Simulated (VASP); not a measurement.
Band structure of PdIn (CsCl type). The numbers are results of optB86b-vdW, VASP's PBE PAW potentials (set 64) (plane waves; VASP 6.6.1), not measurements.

Unless said otherwise, spin-orbit coupling is left out, though it shifts the bands of the heavy elements here.

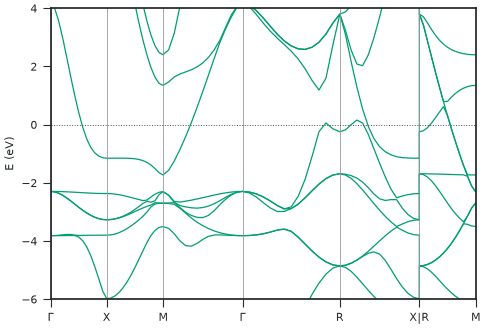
Figure. Bands along high-symmetry lines, zero at the valence-band maximum or, without a gap, the Fermi level

Read the plot: is there a gap, and where are the band edges?

It has no gap at this level: it comes out as a metal or semimetal. (Edges off the drawn lines would not show.)

The compound is PdIn in the CsCl type structure. It was relaxed first. The electron count is odd and the run is not spin-polarised, which forces a metal.
